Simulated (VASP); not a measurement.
Consider the following.

```
CELL_PARAMETERS angstrom
      6.06215     0.00000     0.00000
      0.00000     4.29378     0.00000
      0.00000     0.00000     6.06811
ATOMIC_POSITIONS crystal
  Ba 0.75000 0.00000 0.24467
  Ba 0.25000 0.00000 0.75533
  Mg 0.25000 0.50000 0.25803
  Mg 0.75000 0.50000 0.74197
```

Level of theory: PBEsol GGA, VASP's PBE PAW potentials (set 64) (plane waves; VASP). Run with 400 eV cut-off, 6×8×6 Γ-centred mesh, tetrahedra with Blöchl corrections, potentials Ba_sv Mg.

Unless said otherwise, spin-orbit coupling is left out, though it shifts the bands of the heavy elements here.

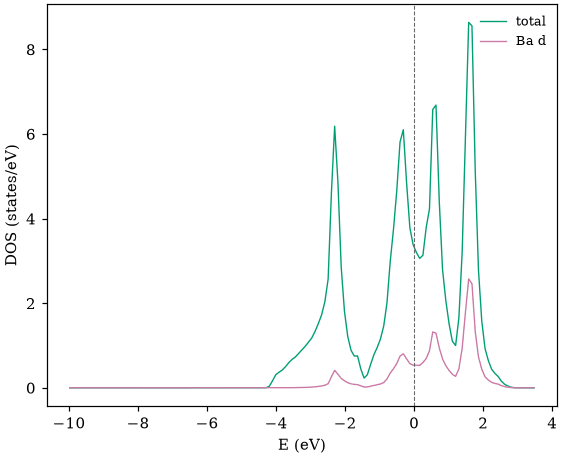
Figure: Total and projected density of states, zero at the Fermi level

Within 2 eV below the Fermi level the largest weight inside VASP's projection spheres is Ba d, then Mg p.

It has no gap at this level: it comes out as a metal or semimetal.

The structure comes from a computed database's BaMg entry (Pmma); how it stands against other phases isn't given here. It was relaxed first, which changed the volume by -6 %.
